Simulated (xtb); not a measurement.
Geometry relaxation of C2H2Cl2Ge (part 1 of 3)

The run: geometry relaxation of C2H2Cl2Ge. Method and program: GFN1-xTB, GBSA solvent h2o (xtb 6.7.1).

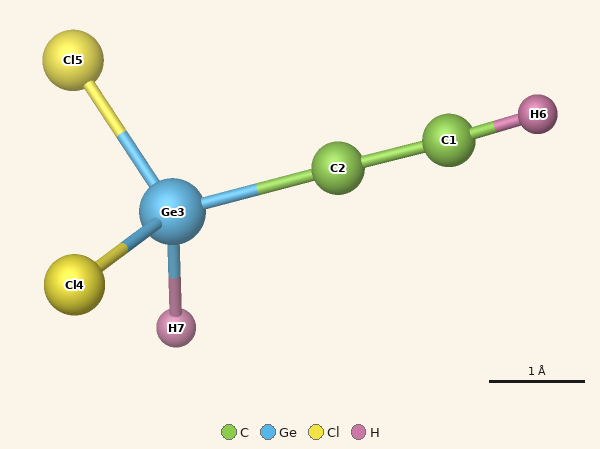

**Figure 1.** The structure as given in the input (ball-and-stick view, seen at a tilt; atoms are numbered from 1 in the order of the input). Sticks mark near contacts. Bond lengths as drawn: Cl–Ge 2.02 to 2.16 Å, C–C 1.23 Å, C–Ge 1.86 Å, C–H 1.04 Å and Ge–H 1.60 Å.

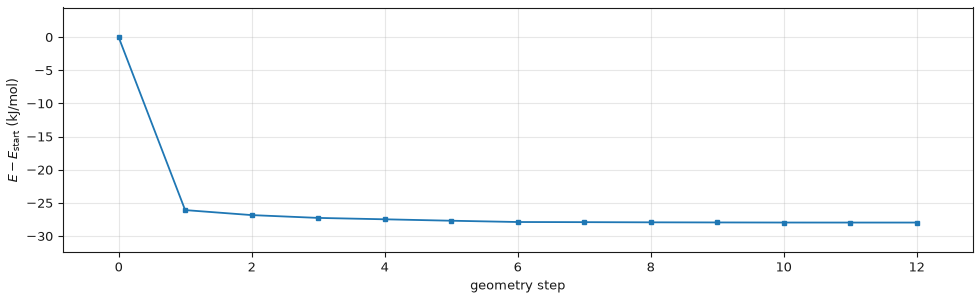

**Figure 2.** Progress of the relaxation, step by step (steps are counted from 0).

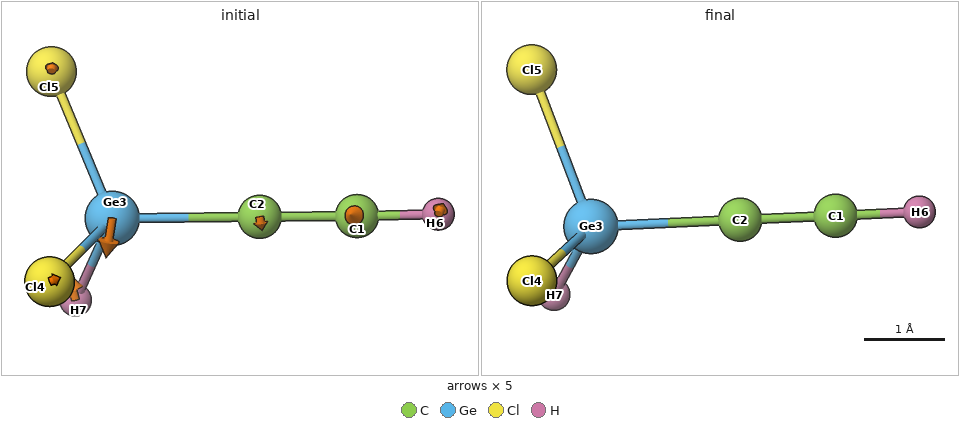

**Figure 3.** Before (left) and after (right) the relaxation, at one scale (ball-and-stick view, seen at a tilt). The orange arrows give the displacements, magnified 5 times. Ge3 moves most after the best rigid fit: 0.11 Å. Largest moves by element: Ge 0.11 Å, H 0.07 Å, C 0.07 Å, Cl 0.03 Å. Among the contacts that change: Ge3–H7 1.602 → 1.463 Å, Ge3–Cl5 2.021 → 2.130 Å, C2–Ge3 1.863 → 1.889 Å, Ge3–Cl4 2.155 → 2.130 Å. Among the angles that change: C2–C1–H6 171.1° → 179.8°, Cl4–Ge3–H7 105.0° → 110.7°, C2–Ge3–Cl5 112.1° → 108.3°. The energy falls by 28.0 kJ/mol in 12 geometry steps. (Atoms are counted from 1 in the order of the input.)

These pictures come from the run below.

Input file (mol.xyz):
```
7
start
C     -0.803487    -0.111085     1.902791
C     -0.306509    -0.033246     0.781151
Ge     0.530326     0.099056    -0.878449
Cl    -0.601383    -1.008283    -2.340350
Cl     0.645832     2.011940    -1.519924
H     -1.363440    -0.194572     2.774414
H      1.951358    -0.636901    -0.811888
```

File xtb.inp:
```
$chrg 0
$spin 0
$end
```

Run as:
```bash
xtb mol.xyz --input xtb.inp --gfn 1 --gbsa h2o -o tight -P 1 > run.log 2> xtb.err
```

Output:
```
* xtb version 6.7.1
   ID    Z sym.   atoms
    1    6 C      1, 2
    2   32 Ge     3
    3   17 Cl     4, 5
    4    1 H      6, 7

           -------------------------------------------------
          |                Calculation Setup                |
           -------------------------------------------------

          program call               : xtb mol.xyz --input xtb.inp --gfn 1 --gbsa h2o -o tight -P 1
          coordinate file            : mol.xyz
          omp threads                :                     1

           -------------------------------------------------
          |                 G F N 1 - x T B                 |
           -------------------------------------------------

      * Hamiltonian:
        H0-scaling (s, p, d)           1.850000    2.250000    2.000000
        zeta-weighting                 0.000000
      * Dispersion:
        s8                             2.400000
        a1                             0.630000
        a2                             5.000000
        s9                             0.000000
      * Repulsion:
        kExp                           1.500000
        rExp                           1.000000
      * Coulomb:
        alpha                          2.000000
        third order                    atomic
        anisotropic                    false
      * Halogen bond correction:
        rad-scale                      1.300000
        damping                        0.440000

      * Solvation model:               GBSA
        Solvent                        h2o
        Parameter file                 internal GFN1-xTB/GBSA
        Dielectric constant                7.8500E+01
        Reference state                gsolv [1 M gas/solution]
        Free energy shift                  2.0755E-03 Eh       1.3024E+00 kcal/mol
        Temperature                        2.9815E+02 K
        Density                            9.9800E-01 kg/L
        Solvent mass                       1.8000E+01 g/mol
        Interaction kernel             Still
        Born radius scaling (c1)           1.5808E+00
        Born radii integrator          GBOBC
        Born offset                        1.3596E-02 a0       2.5692E-02 AA
        H-bond correction              true
        Ion screening                  false
        Surface tension                    1.0000E-05 Eh       1.5569E+01 dyn/cm
        Grid points                               230 per atom

          ...................................................
          :                      SETUP                      :
          :.................................................:
          :  # basis functions                  42          :
          :  # atomic orbitals                  39          :
          :  # shells                           17          :
          :  # electrons                        28          :
          :  # halogen bonds                     0          :
          :  max. iterations                   250          :
          :  Hamiltonian                  GFN1-xTB          :
          :  restarted?                      false          :
          :  GBSA solvation                   true          :
          :  PC potential                    false          :
          :  electronic temp.          300.0000000     K    :
          :  accuracy                    1.0000000          :
          :  -> integral cutoff          0.2500000E+02      :
          :  -> integral neglect         0.1000000E-07      :
          :  -> SCF convergence          0.1000000E-05 Eh   :
          :  -> wf. convergence          0.2000000E-04 e    :
          :  Broyden damping             0.4000000          :
          :  net charge                          0          :
          :  unpaired electrons                  0          :
          ...................................................

 iter      E             dE          RMSdq      gap      omega  full diag
   1    -15.6342565 -0.156343E+02  0.776E+00    5.94       0.0  T
   2    -15.6301012  0.415534E-02  0.467E+00    5.90       1.0  T
   3    -15.3489520  0.281149E+00  0.442E+00    5.52       1.0  T
   4    -15.6498886 -0.300937E+00  0.469E-01    5.70       1.0  T
   5    -15.6526910 -0.280243E-02  0.152E-01    5.78       1.0  T
   6    -15.6527981 -0.107139E-03  0.636E-02    5.81       1.0  T
   7    -15.6528238 -0.257111E-04  0.319E-02    5.81       1.2  T
   8    -15.6528343 -0.104760E-04  0.763E-03    5.81       5.0  T
   9    -15.6528348 -0.530674E-06  0.409E-03    5.81       9.2  T
  10    -15.6528351 -0.205221E-06  0.538E-04    5.81      70.3  T
  11    -15.6528351 -0.325521E-08  0.733E-06    5.81    5152.9  T
  12    -15.6528351 -0.692779E-13  0.196E-06    5.81   19285.6  T

   *** convergence criteria satisfied after 12 iterations ***

         #    Occupation            Energy/Eh            Energy/eV
      -------------------------------------------------------------
         1        2.0000           -0.9216901             -25.0805
       ...           ...                  ...                  ...
         8        2.0000           -0.5077829             -13.8175
         9        2.0000           -0.4880446             -13.2804
        10        2.0000           -0.4814549             -13.1011
        11        2.0000           -0.4721662             -12.8483
        12        2.0000           -0.4691746             -12.7669
        13        2.0000           -0.4663050             -12.6888
        14        2.0000           -0.4559742             -12.4077 (HOMO)
        15                         -0.2425182              -6.5993 (LUMO)
        16                         -0.2346750              -6.3858
        17                         -0.1911325              -5.2010
        18                         -0.1342282              -3.6525
        19                         -0.1291669              -3.5148
       ...                                ...                  ...
        39                          1.1908053              32.4035
      -------------------------------------------------------------
                  HL-Gap            0.2134559 Eh            5.8084 eV
             Fermi-level           -0.3492462 Eh           -9.5035 eV

 SCC (total)                   0 d,  0 h,  0 min,  0.011 sec
 SCC setup                      ...        0 min,  0.000 sec (  2.086%)
 Dispersion                     ...        0 min,  0.000 sec (  0.273%)
 classical contributions        ...        0 min,  0.000 sec (  0.149%)
 integral evaluation            ...        0 min,  0.003 sec ( 24.450%)
 iterations                     ...        0 min,  0.003 sec ( 31.505%)
 molecular gradient             ...        0 min,  0.004 sec ( 40.365%)
 printout                       ...        0 min,  0.000 sec (  1.006%)

         :::::::::::::::::::::::::::::::::::::::::::::::::::::
         ::                     SUMMARY                     ::
         :::::::::::::::::::::::::::::::::::::::::::::::::::::
         :: total energy             -15.504463479752 Eh    ::
         :: total w/o Gsasa/hb       -15.503929393713 Eh    ::
         :: gradient norm              0.109455717293 Eh/a0 ::
         :: HOMO-LUMO gap              5.808431889675 eV    ::
         ::.................................................::
         :: SCC energy               -15.652835053561 Eh    ::
         :: -> electrostatic           0.009634169746 Eh    ::
         :: -> Gsolv                  -0.001759979799 Eh    ::
         ::    -> Gelec               -0.001225893760 Eh    ::
         ::    -> Gsasa               -0.002164849915 Eh    ::
         ::    -> Ghb                 -0.000444706763 Eh    ::
         ::    -> Gshift               0.002075470640 Eh    ::
         :: repulsion energy           0.151463550050 Eh    ::
         :: dispersion energy         -0.003091976241 Eh    ::
         :: halogen bond corr.         0.000000000000 Eh    ::
         :: add. restraining           0.000000000000 Eh    ::
         :: total charge              -0.000000000000 e     ::
         :::::::::::::::::::::::::::::::::::::::::::::::::::::

      -----------------------------------------------------------
     |                   =====================                   |
     |                        A N C O P T                        |
     |                   =====================                   |
     |               Approximate Normal Coordinate               |
     |                Rational Function Optimizer                |
      -----------------------------------------------------------
      -----------------------------------------------------------
     |                   =====================                   |
     |                        A N C O P T                        |
     |                   =====================                   |
     |               Approximate Normal Coordinate               |
     |                Rational Function Optimizer                |
      -----------------------------------------------------------

          ...................................................
          :                      SETUP                      :
          :.................................................:
          :   optimization level             tight          :
          :   max. optcycles                   200          :
          :   ANC micro-cycles                  20          :
          :   degrees of freedom                15          :
          :.................................................:
          :   RF solver                   davidson          :
          :   write xtbopt.log                true          :
          :   linear?                        false          :
          :   energy convergence         0.1000000E-05 Eh   :
          :   grad. convergence          0.8000000E-03 Eh/α :
          :   maxmium RF displ.          1.0000000          :
          :   Hlow (freq-cutoff)         0.1000000E-01      :
          :   Hmax (freq-cutoff)         5.0000000          :
          :   S6 in model hess.         20.0000000          :
          ...................................................

generating ANC from exact Hessian ...
Using Lindh-Hessian (1995)
 Shifting diagonal of input Hessian by    1.0393818848613279E-002
 Lowest  eigenvalues of input Hessian
    0.000000    0.010000    0.000000    0.000000    0.000000    0.000000
    0.000000    0.010566    0.013178    0.013357    0.015493    0.018190
    0.023101    0.076965    0.130788    0.277556    0.345740    0.408500
 Highest eigenvalues
    0.277556    0.345740    0.408500    0.594831    0.838837    2.287902

........................................................................
.............................. CYCLE    1 ..............................
........................................................................

 iter      E             dE          RMSdq      gap      omega  full diag
   1    -15.6528351 -0.156528E+02  0.213E-06    5.81       0.0  T
   2    -15.6528351  0.248690E-13  0.199E-06    5.81   19018.4  T
   3    -15.6528351 -0.728306E-13  0.753E-07    5.81   50217.9  T
     SCC iter.                  ...        0 min,  0.001 sec
     gradient                   ...        0 min,  0.004 sec
 * total energy  :   -15.5044635 Eh     change       -0.1776357E-14 Eh
   gradient norm :     0.1094552 Eh/α   predicted     0.0000000E+00 (-100.00%)
   displ. norm   :     0.2199308 α      lambda       -0.1785744E-01
   maximum displ.:     0.1473633 α      in ANC's #12, #11, #3, ...

........................................................................
.............................. CYCLE    2 ..............................
........................................................................
```
